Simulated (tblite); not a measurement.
# Geometry relaxation of C4H14AlB3 (part 1 of 4)

C4H14AlB3, computed with GFN2-xTB geometry optimisation, gas phase (tblite 0.8.0).

It belongs to a series of runs on one base structure; here: H on C replaced by BH2.

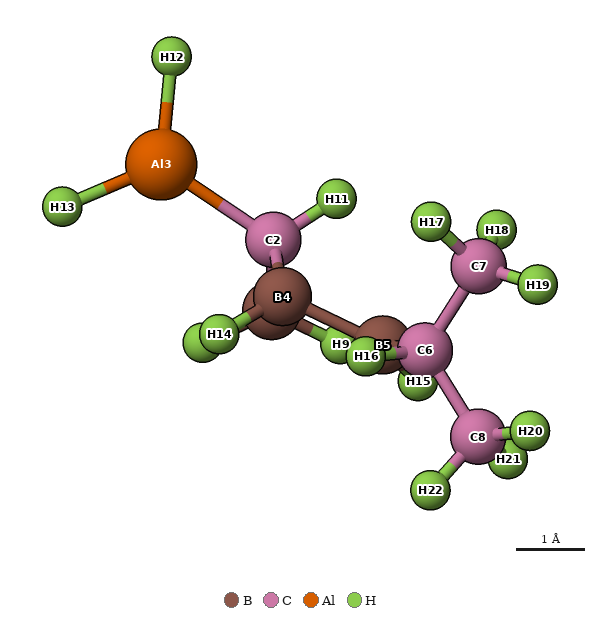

Figure 1. The structure as given in the input (ball-and-stick view, seen at a tilt; atoms are numbered from 1 in the order of the input). Sticks mark near contacts.

**Input**
```
{"job": {"kind": "relax", "xc": "GFN2-xTB", "basis": "xTB"}, "charge": 0, "multiplicity": 1}
B      2.533400     1.506700    -0.550300
C      2.126000    -0.012200    -0.576000
Al     3.720800    -1.138900    -0.174600
B      0.961100    -0.183500     0.495500
B     -0.484700     0.504400     0.061200
C     -1.839000    -0.211200     0.433900
C     -2.263800    -1.227500    -0.611300
C     -2.901300     0.809100     0.734700
H      1.866800     2.316600    -1.116000
H      3.371000     1.908200     0.186400
H      1.651100    -0.261700    -1.551200
H      4.151100    -2.259000    -1.236300
H      4.514300    -1.045400     1.204500
H      1.179500    -0.254200     1.669700
H     -0.466000     1.589500    -0.438200
H     -1.645700    -0.752100     1.402800
H     -1.893500    -2.221200    -0.243900
H     -1.743500    -1.015300    -1.551800
H     -3.366000    -1.242700    -0.702600
H     -3.914500     0.401100     0.591000
H     -2.738100     1.748500     0.152700
H     -2.829600     1.060000     1.819000
```

The first line tells a small driver script what to run in tblite; the rest is the geometry in Å.

Launched with:
```bash
OMP_NUM_THREADS=1 python <driver script> task.json out
```

**Log**
```
step      E/eV     max force
  0    -554.34607    1.589
  1    -554.49798    1.119
  2    -554.60300    0.751
  3    -554.66891    0.614
  4    -554.71563    0.421
  5    -554.73749    0.436
  6    -554.76825    0.441
  7    -554.80300    0.540
  8    -554.84152    0.554
  9    -554.87974    0.412
 10    -554.91778    0.585
 11    -554.95409    0.537
 12    -554.98805    0.408
 13    -555.01608    0.389
 14    -555.04431    0.488
 15    -555.07768    0.556
 16    -555.10834    0.439
 17    -555.13201    0.366
 18    -555.15058    0.287
 19    -555.16754    0.327
 20    -555.18655    0.387
 21    -555.20567    0.364
 22    -555.22025    0.305
 23    -555.23156    0.366
 24    -555.24214    0.286
 25    -555.25207    0.206
 26    -555.26295    0.234
 27    -555.27150    0.350
 28    -555.28470    0.356
 29    -555.30003    0.273
 30    -555.31958    0.355
 31    -555.34099    0.379
 32    -555.36373    0.517
 33    -555.38539    0.426
 34    -555.40144    0.281
 35    -555.40468    0.397
 36    -555.41801    0.213
 37    -555.42406    0.170
 38    -555.43518    0.195
 39    -555.44268    0.251
 40    -555.45508    0.299
 41    -555.46553    0.259
 42    -555.47329    0.177
 43    -555.47845    0.226
 44    -555.48343    0.218
 45    -555.48880    0.136
 46    -555.49459    0.115
 47    -555.49903    0.129
 48    -555.50370    0.149
 49    -555.50784    0.157
 50    -555.51196    0.135
 51    -555.51570    0.117
 52    -555.51909    0.113
 53    -555.52214    0.111
 54    -555.52495    0.125
 55    -555.52790    0.133
 56    -555.53158    0.152
 57    -555.53626    0.175
 58    -555.54107    0.175
 59    -555.54454    0.114
 60    -555.54666    0.106
 61    -555.54859    0.116
 62    -555.55085    0.112
 63    -555.55360    0.095
 64    -555.55595    0.117
 65    -555.55824    0.127
 66    -555.56079    0.105
 67    -555.56346    0.094
 68    -555.56577    0.103
 69    -555.56759    0.095
 70    -555.56924    0.095
 71    -555.57109    0.111
 72    -555.57313    0.121
 73    -555.57509    0.105
 74    -555.57684    0.085
 75    -555.57849    0.084
 76    -555.58003    0.092
 77    -555.58133    0.091
 78    -555.58236    0.089
 79    -555.58322    0.072
 80    -555.58412    0.064
 81    -555.58522    0.094
 82    -555.58666    0.114
 83    -555.58820    0.099
 84    -555.58948    0.071
 85    -555.59033    0.064
 86    -555.59094    0.051
 87    -555.59160    0.050
 88    -555.59250    0.057
 89    -555.59343    0.065
 90    -555.59416    0.051
 91    -555.59468    0.050
 92    -555.59522    0.050
 93    -555.59608    0.075
 94    -555.59737    0.084
 95    -555.59882    0.080
 96    -555.59994    0.070
 97    -555.60066    0.068
 98    -555.60134    0.067
 99    -555.60221    0.067
100    -555.60317    0.054
101    -555.60376    0.042
102    -555.60421    0.052
103    -555.60484    0.063
104    -555.60576    0.064
105    -555.60692    0.088
106    -555.60819    0.093
107    -555.60951    0.080
108    -555.61097    0.100
109    -555.61272    0.100
110    -555.61459    0.102
111    -555.61616    0.090
112    -555.61734    0.092
113    -555.61824    0.088
114    -555.61911    0.062
115    -555.61990    0.052
116    -555.62039    0.047
117    -555.62100    0.048
118    -555.62150    0.044
119    -555.62211    0.052
120    -555.62300    0.068
121    -555.62439    0.083
122    -555.62640    0.111
123    -555.62891    0.119
124    -555.63126    0.101
125    -555.63200    0.196
126    -555.63459    0.095
127    -555.63574    0.060
128    -555.63716    0.072
129    -555.63810    0.092
130    -555.63939    0.113
131    -555.64117    0.114
132    -555.64381    0.112
133    -555.64662    0.195
134    -555.64975    0.259
135    -555.65248    0.271
136    -555.65829    0.146
137    -555.66308    0.108
138    -555.66565    0.128
139    -555.66835    0.108
140    -555.66981    0.101
141    -555.67053    0.073
142    -555.67154    0.100
143    -555.67260    0.083
144    -555.67357    0.060
145    -555.67462    0.058
146    -555.67539    0.077
147    -555.67589    0.066
148    -555.67634    0.059
149    -555.67684    0.044
150    -555.67735    0.063
151    -555.67791    0.060
152    -555.67848    0.048
153    -555.67904    0.049
154    -555.67958    0.047
155    -555.68019    0.053
156    -555.68098    0.051
157    -555.68203    0.063
158    -555.68311    0.062
159    -555.68387    0.048
160    -555.68431    0.045
161    -555.68467    0.041
162    -555.68507    0.040
163    -555.68549    0.044
164    -555.68576    0.039
165    -555.68592    0.037
166    -555.68607    0.039
167    -555.68633    0.051
168    -555.68676    0.070
169    -555.68728    0.063
170    -555.68769    0.036
171    -555.68796    0.038
172    -555.68822    0.042
173    -555.68854    0.054
174    -555.68884    0.046
175    -555.68906    0.028
176    -555.68922    0.029
177    -555.68938    0.031
178    -555.68960    0.042
179    -555.68987    0.040
180    -555.69013    0.032
181    -555.69040    0.033
182    -555.69070    0.040
183    -555.69113    0.043
184    -555.69168    0.052
185    -555.69229    0.067
186    -555.69287    0.063
187    -555.69339    0.046
188    -555.69389    0.038
189    -555.69434    0.040
190    -555.69474    0.047
191    -555.69510    0.047
192    -555.69554    0.045
193    -555.69618    0.042
194    -555.69678    0.058
195    -555.69738    0.064
196    -555.69818    0.066
197    -555.69942    0.078
198    -555.70121    0.078
199    -555.70274    0.084
200    -555.70393    0.073
201    -555.70485    0.114
202    -555.70614    0.066
203    -555.70756    0.064
204    -555.70904    0.071
205    -555.71017    0.080
206    -555.71123    0.065
207    -555.71254    0.056
208    -555.71401    0.084
209    -555.71685    0.133
210    -555.71868    0.225
211    -555.72357    0.161
212    -555.72815    0.167
213    -555.73210    0.144
214    -555.73592    0.150
215    -555.73975    0.187
216    -555.74424    0.116
217    -555.74698    0.126
218    -555.74991    0.127
219    -555.75219    0.117
220    -555.75422    0.098
221    -555.75573    0.106
222    -555.75733    0.125
223    -555.75942    0.093
224    -555.76190    0.081
225    -555.76312    0.073
226    -555.76452    0.088
227    -555.76563    0.060
228    -555.76672    0.065
229    -555.76767    0.071
230    -555.76850    0.071
231    -555.76928    0.059
232    -555.77000    0.050
233    -555.77065    0.052
234    -555.77125    0.050
235    -555.77176    0.046
236    -555.77216    0.035
237    -555.77250    0.037
238    -555.77285    0.050
239    -555.77333    0.059
240    -555.77396    0.061
241    -555.77465    0.058
242    -555.77519    0.055
243    -555.77567    0.043
244    -555.77615    0.051
245    -555.77665    0.043
246    -555.77704    0.036
247    -555.77729    0.026
248    -555.77745    0.028
249    -555.77761    0.035
250    -555.77780    0.036
251    -555.77797    0.028
252    -555.77807    0.020
253    -555.77814    0.018
254    -555.77820    0.015
255    -555.77828    0.017
256    -555.77837    0.019
257    -555.77848    0.020
258    -555.77859    0.020
259    -555.77870    0.018
260    -555.77879    0.017
261    -555.77886    0.019
262    -555.77893    0.023
263    -555.77900    0.021
264    -555.77909    0.023
265    -555.77918    0.020
266    -555.77927    0.020
267    -555.77937    0.027
268    -555.77952    0.031
269    -555.77975    0.036
270    -555.78004    0.041
271    -555.78032    0.033
272    -555.78055    0.038
273    -555.78074    0.032
274    -555.78094    0.035
275    -555.78111    0.031
276    -555.78123    0.029
277    -555.78130    0.019
278    -555.78134    0.010
279    -555.78137    0.010
```

**Trajectory as extended XYZ (Å, eV, eV/Å), 37 of the 280 frames kept, from step=0 to step=279**
```
22
Properties=species:S:1:pos:R:3:forces:R:3 step=0 energy=-554.34607
B     2.5334    1.5067   -0.5503   -0.3490   0.1590   0.3770
C     2.1260   -0.0122   -0.5760   -0.0590  -0.3140  -0.3160
Al    3.7208   -1.1389   -0.1746    0.1070  -0.3660   0.0220
B     0.9611   -0.1835    0.4955    0.2790   1.3000   0.1040
B    -0.4847    0.5044    0.0612    0.5540  -0.4680  -0.0310
C    -1.8390   -0.2112    0.4339    0.5230   0.0740   1.0830
C    -2.2638   -1.2275   -0.6113    0.3720  -1.1370   0.1870
C    -2.9013    0.8091    0.7347   -0.8150   1.0820   0.8300
H     1.8668    2.3166   -1.1160    0.4870  -0.3570  -0.1230
H     3.3710    1.9082    0.1864   -0.1480  -0.1390  -0.0870
H     1.6511   -0.2617   -1.5512    0.2000   0.2500   0.1580
H     4.1511   -2.2590   -1.2363    0.0170   0.2920   0.3400
H     4.5143   -1.0454    1.2045   -0.1050  -0.0620  -0.3950
H     1.1795   -0.2542    1.6697    0.2270  -0.1060  -0.3620
H    -0.4660    1.5895   -0.4382   -0.2130  -0.4240   0.3130
H    -1.6457   -0.7521    1.4028   -0.3140   0.1590  -0.7330
H    -1.8935   -2.2212   -0.2439   -0.5450   0.6260  -0.6590
H    -1.7435   -1.0153   -1.5518   -0.6120  -0.1560   0.0100
H    -3.3660   -1.2427   -0.7026    0.7450  -0.1380  -0.2460
H    -3.9145    0.4011    0.5910    0.2930   0.3640  -0.1310
H    -2.7381    1.7485    0.1527   -0.5300  -0.8100   0.4280
H    -2.8296    1.0600    1.8190   -0.1130   0.1690  -0.7680
22
Properties=species:S:1:pos:R:3:forces:R:3 step=8 energy=-554.84152
B     2.5307    1.4861   -0.4979    0.2020   0.1250  -0.1740
C     2.1589   -0.0222   -0.6259   -0.3270   0.0520   0.0360
Al    3.6914   -1.1821   -0.1732    0.1860  -0.0950  -0.1060
B     1.0599   -0.0026    0.5132   -0.2050  -0.2110   0.0580
B    -0.4673    0.4711    0.1233    0.0830  -0.0340   0.1170
C    -1.8472   -0.2326    0.4896   -0.0740   0.2730   0.1670
C    -2.2438   -1.2498   -0.6152   -0.0510  -0.0410   0.1430
C    -2.9426    0.8290    0.7725   -0.2570   0.1530   0.0610
H     1.9863    2.2489   -1.2087    0.2360   0.0230  -0.0380
H     3.3389    1.8779    0.2590   -0.1340  -0.0100   0.1520
H     1.6807   -0.2069   -1.5958   -0.0130  -0.0060  -0.0700
H     4.1998   -2.2456   -1.1806    0.0110  -0.0670  -0.0080
H     4.5156   -1.0758    1.1284    0.0090  -0.0110   0.1030
H     1.3501   -0.2022    1.6461    0.2420   0.2720  -0.0870
H    -0.5543    1.5359   -0.3832   -0.0590  -0.0510   0.0840
H    -1.7199   -0.8033    1.4273   -0.1800   0.0600  -0.2990
H    -1.9088   -2.2535   -0.3253   -0.0470   0.2880  -0.1850
H    -1.8141   -1.0141   -1.5948   -0.0690   0.0530   0.2850
H    -3.3291   -1.2729   -0.7277    0.1010  -0.0570   0.0120
H    -3.9492    0.4304    0.5986    0.2040  -0.0300   0.1460
H    -2.8538    1.7308    0.1477    0.0930  -0.4450   0.1000
H    -2.8927    1.1729    1.8217    0.0500  -0.2400  -0.4970
22
Properties=species:S:1:pos:R:3:forces:R:3 step=16 energy=-555.10834
B     2.6263    1.4468   -0.5274    0.0560   0.2490  -0.0960
C     2.1055   -0.0096   -0.6683   -0.0940   0.0730  -0.1210
Al    3.6855   -1.1768   -0.2218    0.0270  -0.1290   0.0120
B     1.0953    0.0361    0.5348   -0.0120  -0.0480  -0.0350
B    -0.4903    0.4233    0.2649    0.1340  -0.0500   0.0420
C    -1.9111   -0.2507    0.5404   -0.0320  -0.0430   0.2920
C    -2.2672   -1.2054   -0.6055   -0.0220  -0.2870  -0.1730
C    -3.0170    0.7936    0.7593   -0.0740   0.1940   0.0760
H     2.3549    2.2368   -1.3624    0.2010  -0.1420   0.0200
H     3.1981    1.8316    0.4233    0.0170  -0.0500   0.0470
H     1.6696   -0.1747   -1.6576   -0.0710  -0.1960  -0.0710
H     4.2572   -2.3003   -1.1619   -0.1440   0.1790   0.0090
H     4.4997   -1.1139    1.1029   -0.0950   0.0810  -0.0210
H     1.6552    0.0760    1.5783   -0.2730   0.0510   0.1260
H    -0.6177    1.4787   -0.2467    0.1350   0.1210   0.0520
H    -1.9072   -0.8651    1.4428    0.0900  -0.1000   0.1610
H    -1.8695   -2.2000   -0.4072    0.1290   0.0570  -0.0810
H    -1.8747   -0.8656   -1.5576    0.0090   0.0770  -0.1130
H    -3.3449   -1.3116   -0.7059   -0.0640   0.0550   0.0220
H    -4.0203    0.3468    0.6764    0.3690   0.1590   0.0670
H    -2.9283    1.6059    0.0285   -0.1840  -0.2110   0.2090
H    -2.9092    1.2174    1.7699   -0.1010  -0.0400  -0.4250
22
Properties=species:S:1:pos:R:3:forces:R:3 step=23 energy=-555.23156
B     2.6820    1.4405   -0.5655    0.0240  -0.1530  -0.0480
C     2.0701    0.0204   -0.7021   -0.0510  -0.0940   0.0710
Al    3.6368   -1.1481   -0.2293    0.0070   0.0620   0.0480
B     1.0889    0.0233    0.5208   -0.0390   0.0110  -0.0440
B    -0.4830    0.3766    0.3166   -0.0100   0.0200  -0.0020
C    -1.9045   -0.2860    0.5881   -0.1490   0.0940   0.0640
C    -2.2547   -1.1908   -0.6003    0.0030  -0.2080  -0.1890
C    -3.0117    0.7577    0.7563   -0.2540   0.2430   0.1030
H     2.6358    2.2203   -1.4392    0.0450  -0.0630  -0.1060
H     3.1362    1.7890    0.4620    0.0610  -0.0060  -0.0320
H     1.6317   -0.2603   -1.6739    0.1200   0.1640   0.0930
H     4.1882   -2.2461   -1.1879   -0.0610   0.0490  -0.0260
H     4.4285   -1.0764    1.1025   -0.0460   0.0120   0.0030
H     1.5637    0.2053    1.5864    0.0630  -0.0720   0.0650
H    -0.5387    1.4743   -0.1169   -0.1340   0.0990   0.0660
H    -1.9309   -0.9147    1.4868    0.0980   0.0090  -0.0360
H    -1.7893   -2.1657   -0.4912    0.0330  -0.0680  -0.0160
H    -1.9183   -0.7682   -1.5385    0.0970   0.1560  -0.1680
H    -3.3321   -1.3218   -0.6871    0.0000  -0.1000   0.1270
H    -4.0024    0.3023    0.7304    0.0290  -0.0990   0.0860
H    -2.9932    1.5123   -0.0271    0.1030  -0.0600  -0.0730
H    -2.9134    1.2756    1.7086    0.0610   0.0060   0.0140
22
Properties=species:S:1:pos:R:3:forces:R:3 step=31 energy=-555.34099
B     2.8023    1.3612   -0.6210    0.0580  -0.0050  -0.0130
C     2.0141    0.0371   -0.6704   -0.0980   0.0490  -0.1100
Al    3.5976   -1.0937   -0.2051   -0.1970   0.2080   0.1000
B     1.0305    0.0573    0.5439    0.1860   0.0520  -0.1460
B    -0.5374    0.4247    0.3817    0.2210   0.0910   0.0580
C    -1.9269   -0.3070    0.5915   -0.0060   0.1060   0.1380
C    -2.2270   -1.1778   -0.6389   -0.0210  -0.1980   0.0150
C    -3.0459    0.7192    0.7686   -0.2910   0.2420   0.0260
H     2.9832    2.0157   -1.5857    0.0190  -0.1230   0.0880
H     3.1673    1.7519    0.4227    0.1520   0.1570   0.0320
H     1.6529   -0.2187   -1.6751   -0.1800  -0.0940   0.1060
H     4.0713   -2.1309   -1.2323    0.1620  -0.1580  -0.1050
H     4.3414   -1.0349    1.1424    0.0810  -0.0700   0.0580
H     1.5438    0.2144    1.6024   -0.0310  -0.1120  -0.0170
H    -0.6348    1.5669    0.1021   -0.0570   0.0860  -0.0110
H    -1.9242   -0.9518    1.4763    0.0140  -0.0940  -0.0250
H    -1.6580   -2.1064   -0.6301    0.1450   0.1030   0.0490
H    -1.9801   -0.6395   -1.5543   -0.1890  -0.0570   0.0440
H    -3.2808   -1.4571   -0.6399    0.0070   0.1020  -0.1400
H    -4.0229    0.2541    0.8878   -0.0330  -0.1280  -0.0600
H    -3.0762    1.3682   -0.1018   -0.1370   0.0120  -0.1050
H    -2.9006    1.3665    1.6344    0.1950  -0.1670   0.0180
22
Properties=species:S:1:pos:R:3:forces:R:3 step=39 energy=-555.44268
B     2.9332    1.2849   -0.6622   -0.0720  -0.0350  -0.0780
C     1.9538    0.0947   -0.6736   -0.1020  -0.0640   0.0620
Al    3.5567   -1.0328   -0.1794   -0.1570   0.1940   0.0310
B     0.9936    0.1275    0.5508    0.0970  -0.0420  -0.0130
B    -0.5817    0.5158    0.4525    0.2180   0.0390  -0.0680
C    -1.9460   -0.2960    0.5810    0.0990   0.0460   0.0400
C    -2.1986   -1.1646   -0.6584   -0.0190  -0.0620  -0.0540
C    -3.1037    0.6870    0.7688   -0.0740   0.0360  -0.0040
H     3.2885    1.7703   -1.6737    0.0470  -0.0060   0.0080
H     3.2780    1.7729    0.3553    0.0570  -0.0440  -0.0270
H     1.5675   -0.2028   -1.6591    0.0000   0.0970   0.1220
H     4.0287   -2.0407   -1.2458    0.1610  -0.1280  -0.0350
H     4.2871   -1.0404    1.1858   -0.0020  -0.0730  -0.0170
H     1.5363    0.1431    1.6101   -0.0400   0.0090  -0.0380
H    -0.7402    1.6747    0.2919    0.0230   0.0390   0.0020
H    -1.9143   -0.9706    1.4445   -0.0120   0.0160   0.0330
H    -1.4935   -1.9944   -0.7156   -0.0230   0.1100   0.0050
H    -2.1055   -0.5631   -1.5601    0.0170  -0.0300  -0.0450
H    -3.2097   -1.5705   -0.6330    0.0290  -0.0380   0.0210
H    -4.0414    0.1872    1.0076    0.0080  -0.0320   0.0200
H    -3.2400    1.2482   -0.1548   -0.0790   0.0460   0.0820
H    -2.8593    1.3891    1.5668   -0.1800  -0.0790  -0.0460
```
